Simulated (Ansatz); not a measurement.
# AlH2I (SMILES [H][Al]([H])[I]): the energy, rung by rung

AlH2I has 4 atoms, charge 0, and is taken as a singlet. SMILES: `[H][Al]([H])[I]`. The shape comes from GFN2-xTB, which is rough for such elements, and wasn't checked as a minimum.

```xyz
4

Al    0.1134    0.1896    0.0013
H     1.6492    0.2169    0.0106
H    -0.5891    1.5553   -0.0222
I    -1.1735   -1.9618    0.0104
```

Each level gives the energy change with the Al1–I4 bond stretched from 2.507 to 3.134 Å (eV). The values are calculated.

```csv
level,kind,program,value (eV),less FCI/STO-3G,CPU time (all runs)
BLYP/STO-3G (restricted),GGA,Ansatz,1.74,-0.34,3.6 s
B3LYP/STO-3G (restricted),global hybrid,Ansatz,1.90,-0.18,4 s
r2SCAN0/STO-3G (restricted),hybrid meta-GGA,Ansatz,2.10,+0.02,8.7 s
BCCD(T)/STO-3G (restricted),coupled cluster or CI,Ansatz,2.09,+0.01,1.1 s
CCSD(T)/STO-3G (restricted),coupled cluster or CI,Ansatz,2.08,0.00,1.1 s
CCSD/STO-3G (restricted),coupled cluster or CI,Ansatz,2.09,+0.01,1.1 s
CCSDT/STO-3G (restricted),coupled cluster or CI,Ansatz,2.08,0.00,1.5 s
FCI/STO-3G,exact in the basis,Ansatz,2.08,0.00,11 s
```

FCI/STO-3G is exact within its basis and frozen core, so for wave-function methods in that basis the difference is their error; functionals converge differently with the basis, so for them it is only a difference. All-electron rows without a relativistic Hamiltonian named are non-relativistic. The first shape isn't each level's own minimum. The values span 1.74 to 2.10 eV. All rows use very small basis sets, so even the best lies far from the true value. In the correlated wave-function rows the outer d shell of I is correlated, in sets not made for it. Times are those of the runs behind each value, whatever else they computed, on shared processors of several kinds: orders of magnitude only.

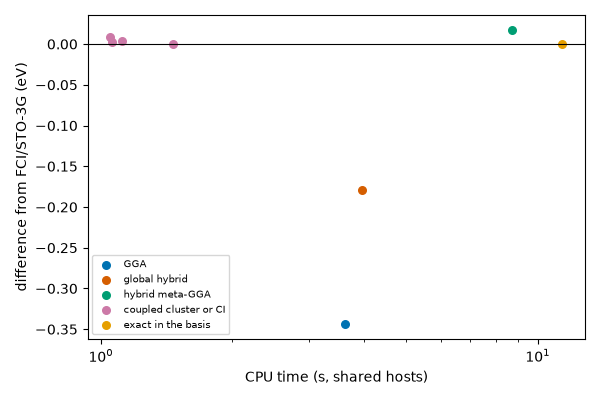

Difference from FCI/STO-3G against processor time, one point a level.
